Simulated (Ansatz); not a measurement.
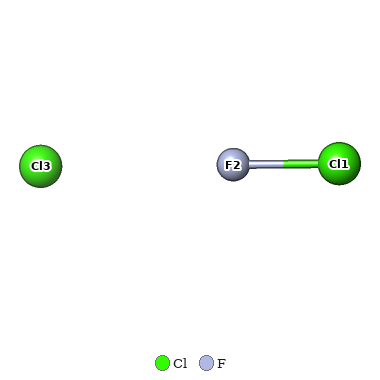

The system is Cl⁻ + FCl; the picture shows the reference structure. The first coordinate is: distance Cl1–F2; the second: distance F2–Cl3. Nothing is relaxed (the angle Cl1–F2–Cl3 is fixed at 180 degrees). The scan uses a 12 × 12 grid; 78 points were computed and 66 follow by symmetry. Points are written as (first, second). Energies are in kJ/mol, from Cl with charge -1 far from the relaxed FCl (each part in its own basis). The reference is spin-restricted, so regions where a bond is pulled apart into radicals lie too high. These are results of RKS wB97X-V/def2-TZVPD (Ansatz 0.2.0), not measurements.

Its coordinates:

```xyz
3

Cl   -1.5920    0.0000    0.0000
F     0.0000    0.0000    0.0000
Cl    2.8960    0.0000    0.0000
```

Range: distance Cl1–F2 from 1.296 to 2.896 Å; distance F2–Cl3 from 1.296 to 2.896 Å.

What will the energy surface look like?

Answer. The lowest grid point is at (1.592 Å, 2.896 Å), 1.0 kJ/mol from Cl with charge -1 far from the relaxed FCl (each part in its own basis). It lies in a valley that leaves the map towards separated partners. The highest grid point, (1.296 Å, 1.296 Å), lies 1894 kJ/mol above the lowest. On the interpolated surface the lowest path from the side where the first distance is long, about (2.90 Å, 1.63 Å), to the side where the second distance is long, about (1.63 Å, 2.90 Å), has its top at (2.024 Å, 2.024 Å), about 29 kJ/mol above the start and 29 kJ/mol above the end.

```
distance F2–Cl3 ↓, distance Cl1–F2 →  1.296  1.367  1.470  1.592  1.726  1.870  2.024  2.185  2.354  2.529  2.710  2.896
                               2.896    292    153     44      1      9     44     89    134    178    217    250    278
                               2.710    299    159     50      4      7     36     76    117    157    193    224    250
                               2.529    313    173     61     11      8     29     61     97    132    165    193    217
                               2.354    340    198     83     26     13     24     47     75    104    132    157    178
                               2.185    388    244    121     54     27     23     34     53     75     97    117    134
                               2.024    469    319    185    101     55     33     28     34     47     61     76     89
                               1.870    598    438    286    177    104     58     33     23     24     29     36     44
                               1.726    787    611    432    288    180    104     55     27     13      8      7      9
                               1.592   1040    841    625    437    288    177    101     54     26     11      4      1
                               1.470   1341   1117    861    625    432    286    185    121     83     61     50     44
                               1.367   1647   1406   1117    841    611    438    319    244    198    173    159    153
                               1.296   1895   1647   1341   1040    787    598    469    388    340    313    299    292
```

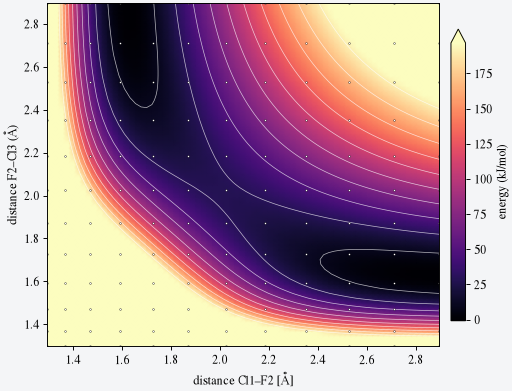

In the figure: a smooth colour map with a few white contour lines, dots at the grid points, one colour for all values above the top of the scale. Between grid points the surface is interpolated.

Each point was launched as `ansatz run input.yaml --threads 1 --pin off --max-ram 2560MiB --backend cpu --events-out ev --progress --plain --runs-dir out`. Time for the 78 points that were run: 13 min on 1 thread of Arm Neoverse V1, with other jobs on the host.
